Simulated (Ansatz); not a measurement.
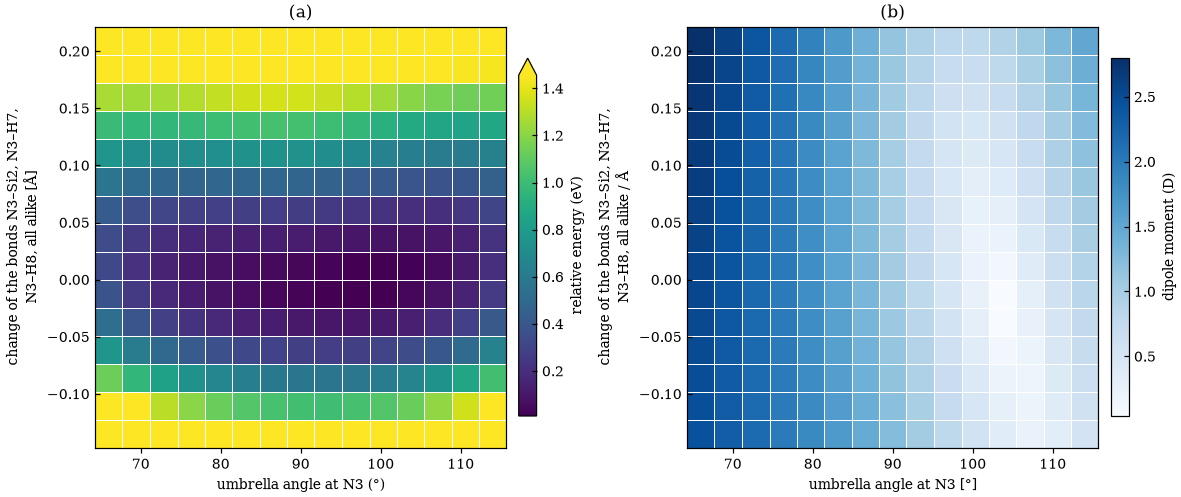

H₅N₂Si, SMILES [NH][SiH2]N, spin multiplicity 2. Coordinates scanned: (1) umbrella angle at N3 (between each of its bonds and their common axis; 90 is planar); (2) change of the bonds N3–Si2, N3–H7, N3–H8, all alike. Nothing is relaxed (all other coordinates rigid). Grid: 15 × 15 points. Points are written as (first, second). Energies: eV, counted from the relaxed molecule at the same level. Level of theory: UHF/def2-TZVP in Ansatz 0.2.0.

Panel (a) is the energy and panel (b) the computed dipole moment on the same grid.

Drawn: one coloured cell a grid point, one colour for all values above the top of the scale.

Question: How does the dipole moment vary over the map, and what is it at the lowest grid point?

Answer: Leaving out the highest fifth of the energies, it runs from 0.04 D at (103.7°, −0.037 Å) to 2.74 D at (66.0°, 0.160 Å). At the lowest grid point, (100.3°, 0.012 Å), it is 0.22 D.
